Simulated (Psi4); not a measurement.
**O2F (SMILES [O]OF): UMP2/def2-TZVP (density fitting with cc-pvqz-jkfit, density fitting for correlation, sweep point 5)**

What is the vertical ionisation energy of O2F at UMP2/def2-TZVP (density fitting with cc-pvqz-jkfit, density fitting for correlation, sweep point 5)? 

The results are computed with Psi4 1.11.

2 further runs of the same task are left out: 2 set aside as unsound or not needed.

## (1) The structure to begin with

O2F: 3 atoms, total charge 0, spin state doublet. As SMILES, `[O]OF`. Geometry: relaxed at GFN2-xTB.

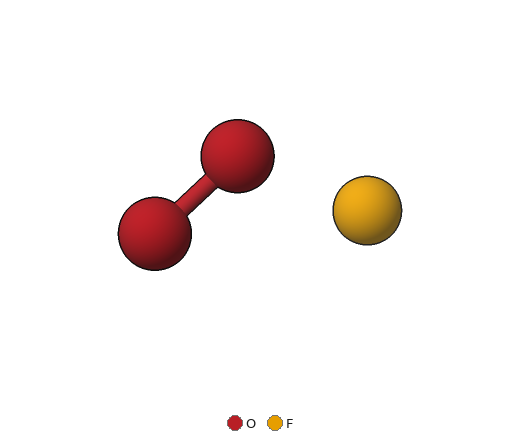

The structure, seen from a chosen angle (oxygen red, fluorine amber).

## (2) The energy at UMP2/def2-TZVP (density fitting with cc-pvqz-jkfit, density fitting for correlation, sweep point 5)

File input.in:

```
memory 1600 mb

molecule geom {
  0 2
  O      0.949760    -0.292600     0.491570
  O      0.124690     0.486900     0.122000
  F     -1.074440    -0.194290    -0.613560
  symmetry c1
}

set {
  basis def2-TZVP
  reference uhf
  puream true
  scf_type df
  num_frozen_docc 3
  df_basis_scf cc-pvqz-jkfit
  maxiter 150
}

energy('mp2')
print_variables()
```

Command:

```
$ psi4 -n 1 input.in input.out
```

input.out:

```text
[...]
  Running in c1 symmetry.
[...]
  Nuclear repulsion =   69.253937683562086
[...]
  Multiplicity = 2
[...]
  Nalpha       = 13
  Nbeta        = 12
[...]
    Number of basis functions: 93
[...]
   @DF-UHF iter   1:  -248.85675313875302   -7.34966e-01   6.11839e-03 ADIIS/DIIS
[...]
   @DF-UHF iter  23:  -249.00371060699860   -1.42109e-13   9.87570e-09 DIIS
[...]
   @S^2 Observed:                7.667740983E-01
[...]
    Orbital Energies [Eh]
    ---------------------
    Alpha Occupied:
       1A    -26.331429     2A    -20.850650     3A    -20.775492
       4A     -1.771537     5A     -1.564286     6A     -1.194853
       7A     -0.902240     8A     -0.825481     9A     -0.799597
      10A     -0.675690    11A     -0.650833    12A     -0.575432
      13A     -0.551126
    Alpha Virtual:
      14A      0.056798    15A      0.341464    16A      0.456553
      17A      0.492446    18A      0.527085    19A      0.574451
      20A      0.610379    21A      0.610765    22A      0.628079
      23A      0.757810    24A      0.761052    25A      0.808214
[...]
  @DF-UHF Final Energy:  -249.00371060699860
   => Energetics <=
    Nuclear Repulsion Energy =             69.2539376835620857
    One-Electron Energy =                -482.6833125413241987
    Two-Electron Energy =                 164.4256642507635320
    Total Energy =                       -249.0037106069985953
  UHF NO Occupations:
  HONO-2 :   11  A 1.9974919
  HONO-1 :   12  A 1.9962492
[...]
 Multipole Moments:
 ------------------------------------------------------------------------------------
     Multipole            Electronic (a.u.)      Nuclear  (a.u.)        Total (a.u.)
 ------------------------------------------------------------------------------------
 L = 1.  Multiply by 2.5417464519 to convert [e a0] to [Debye]
 Dipole X            :         -0.4802035            1.1049693            0.6247658
 Dipole Y            :          0.0035647            0.1743288            0.1778935
 Dipole Z            :          0.0000000            0.0000000            0.0000000
 Magnitude           :                                                    0.6495987
[...]
```

It took 4.8 s on 1 thread of AMD EPYC 7R43 (Zen 3), shared host; peak memory 0.21 GiB.

## (3) The singlet cation, same level

File job.in:

```
memory 1600 mb

molecule {
  1 1
  O      0.949760    -0.292600     0.491570
  O      0.124690     0.486900     0.122000
  F     -1.074440    -0.194290    -0.613560
  units angstrom
  symmetry c1
}

set globals {
  basis           def2-TZVP
  puream          true
  scf_type        df
  num_frozen_docc 3
  df_basis_scf    cc-pvqz-jkfit
}

result, w = energy('mp2', return_wfn=True)
```

Command:

```
$ psi4 job.in job.out -n 1
```

job.out:

```text
[...]
  Running in c1 symmetry.
[...]
  Nuclear repulsion =   69.253937683562086
[...]
  Multiplicity = 1
[...]
  Nalpha       = 12
  Nbeta        = 12
[...]
    Number of basis functions: 93
[...]
   @DF-RHF iter   1:  -248.16654825251948   -4.47615e-02   8.74752e-03 DIIS/ADIIS
[...]
   @DF-RHF iter  17:  -248.51485776314533   -4.20641e-12   4.76844e-09 DIIS
[...]
    Orbital Energies [Eh]
    ---------------------
    Doubly Occupied:
       1A    -26.761448     2A    -21.275163     3A    -21.218683
       4A     -2.141089     5A     -1.937159     6A     -1.526846
       7A     -1.197632     8A     -1.193986     9A     -1.130036
      10A     -1.040861    11A     -1.024452    12A     -0.916282
[...]
  @DF-RHF Final Energy:  -248.51485776314533
   => Energetics <=
    Nuclear Repulsion Energy =             69.2539376835620857
    One-Electron Energy =                -472.8103170412985037
    Two-Electron Energy =                 155.0415215945911029
    Total Energy =                       -248.5148577631453293
[...]
 Multipole Moments:
 ------------------------------------------------------------------------------------
     Multipole            Electronic (a.u.)      Nuclear  (a.u.)        Total (a.u.)
 ------------------------------------------------------------------------------------
 L = 1.  Multiply by 2.5417464519 to convert [e a0] to [Debye]
 Dipole X            :         -0.4038064            1.1049693            0.7011629
 Dipole Y            :         -0.1219636            0.1743288            0.0523652
 Dipole Z            :          0.0000000            0.0000000            0.0000000
 Magnitude           :                                                    0.7031156
[...]
```

It took 3.9 s on 1 thread of AMD EPYC 7R43 (Zen 3), shared host; peak memory 0.21 GiB.

## (4) Summary of results

Level: UMP2/def2-TZVP (density fitting with cc-pvqz-jkfit, density fitting for correlation, sweep point 5), 3 core orbitals frozen.

| quantity | value |
| --- | --- |
| doublet O2F: total energy | -249.72586 Eh |
| doublet O2F: HOMO energy (Hartree–Fock orbitals) (highest over α and β) | -14.07 eV |
| doublet O2F: LUMO energy (Hartree–Fock orbitals) (lowest over α and β) | 1.55 eV |
| doublet O2F: correlation energy (3 core orbitals frozen) | -722.1 mEh |
| doublet O2F: ⟨S²⟩ of the reference determinant | 0.767 |
| singlet cation: total energy | -249.26723 Eh |
| singlet cation: HOMO energy (Hartree–Fock orbitals) | -24.93 eV |
| singlet cation: LUMO energy (Hartree–Fock orbitals) | -10.46 eV |
| singlet cation: HOMO–LUMO gap (Hartree–Fock orbitals) | 14.47 eV |
| singlet cation: correlation energy (3 core orbitals frozen) | -752.4 mEh |
| vertical ionisation energy (to the singlet cation) | 12.480 eV |

Removing an electron at fixed nuclei costs 12.48 eV (288 kcal/mol). Only the singlet of the ionised species was computed; a triplet could lie lower.
